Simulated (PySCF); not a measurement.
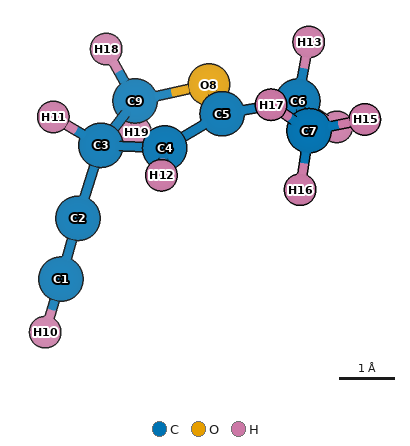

Figure 1. The structure (ball-and-stick view, seen at a tilt; atoms are numbered from 1 in the order of the input).

**Single-point calculation, with input and output: C$_{8}$H$_{10}$O**

System: C$_{8}$H$_{10}$O.
Method: BP86/pcseg-1 single-point energy, gas phase (PySCF 2.14.0).

The geometry comes from this level: GFN2-xTB.

**Input file**
```
{"job": {"xc": "BP86", "basis": "pcseg-1", "kind": "sp"}, "charge": 0, "multiplicity": 1}
C      3.291764     1.580355    -0.228682
C      2.555137     0.695325     0.096823
C      1.630585    -0.360435     0.469020
C      0.226816     0.164912     0.663808
C     -0.591240    -0.417860    -0.205558
C     -2.056054    -0.255084    -0.440024
C     -2.715395     0.715572     0.529469
O      0.024905    -1.335680    -1.017569
C      1.405576    -1.379569    -0.675491
H      3.947931     2.350837    -0.504875
H      2.009024    -0.848461     1.375733
H     -0.012072     0.912886     1.390737
H     -2.523298    -1.240904    -0.363679
H     -2.199103     0.085684    -1.469468
H     -3.779679     0.786924     0.318644
H     -2.278049     1.706239     0.435683
H     -2.588961     0.376508     1.554571
H      1.651163    -2.401845    -0.371264
H      1.991144    -1.126154    -1.565342
```

The first line tells a small driver script what to run in PySCF; the rest is the geometry in Å.

Run on 1 CPU thread, shared host.

Run as:
```bash
OMP_NUM_THREADS=1 python <driver script> task.json out
```

**What the program printed**
```
coarse grid: 15976 points
cycle   1  E = -385.7012607676  dE =  1.123e+00  |g| = 6.996e-01  |ddm| = 4.840e+00
cycle   2  E = -385.5654474689  dE =  1.358e-01  |g| = 1.070e+00  |ddm| = 1.773e+00
cycle   3  E = -385.8137689499  dE = -2.483e-01  |g| = 2.078e-01  |ddm| = 1.111e+00
cycle   4  E = -385.8211753105  dE = -7.406e-03  |g| = 7.939e-02  |ddm| = 2.545e-01
cycle   5  E = -385.8222849074  dE = -1.110e-03  |g| = 4.034e-02  |ddm| = 1.245e-01
cycle   6  E = -385.8226781631  dE = -3.933e-04  |g| = 1.196e-02  |ddm| = 4.901e-02
cycle   7  E = -385.8227035327  dE = -2.537e-05  |g| = 6.800e-03  |ddm| = 1.594e-02
cycle   8  E = -385.8227151708  dE = -1.164e-05  |g| = 1.352e-03  |ddm| = 7.194e-03
cycle   9  E = -385.8227156558  dE = -4.850e-07  |g| = 2.650e-04  |ddm| = 1.849e-03
final grid: 154592 points
cycle  10  E = -385.9162895423  dE = -5.350e-05  |g| = 1.041e-02  |ddm| = 5.750e-02
cycle  11  E = -385.9162012979  dE =  8.824e-05  |g| = 2.313e-02  |ddm| = 2.830e-02
cycle  12  E = -385.9163074026  dE = -1.061e-04  |g| = 3.933e-03  |ddm| = 2.375e-02
cycle  13  E = -385.9163113189  dE = -3.916e-06  |g| = 9.400e-04  |ddm| = 4.952e-03
cycle  14  E = -385.9163114689  dE = -1.500e-07  |g| = 4.148e-04  |ddm| = 1.186e-03
cycle  15  E = -385.9163115353  dE = -6.640e-08  |g| = 1.407e-04  |ddm| = 4.538e-04
cycle  16  E = -385.9163115129  dE =  2.235e-08  |g| = 2.960e-05  |ddm| = 1.574e-04
cycle  17  E = -385.9163115404  dE = -2.754e-08  |g| = 8.060e-06  |ddm| = 3.626e-05
cycle  18  E = -385.9163115405  dE = -1.569e-11  |g| = 1.950e-06  |ddm| = 1.224e-05
```

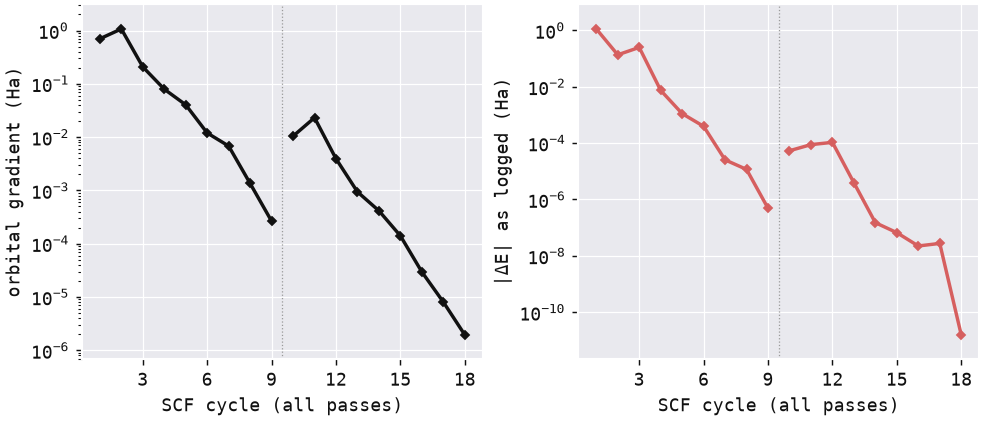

Figure 2. Convergence of the self-consistent field: orbital gradient and size of the energy change against the SCF cycle. The dotted line marks the change from a coarse to the final integration grid. The first 9 cycles use a coarse grid, the final grid takes over at cycle 10, and the field converges after 18 cycles in all.

```
converged SCF energy = -385.9163115405
```

**Summary**

- outcome: converged
- total energy: −385.916312 hartree
- HOMO: −5.16 eV
- LUMO: −0.38 eV
- dipole moment: 0.62 D
- wall time: 32 s
- peak memory: 0.6 GiB
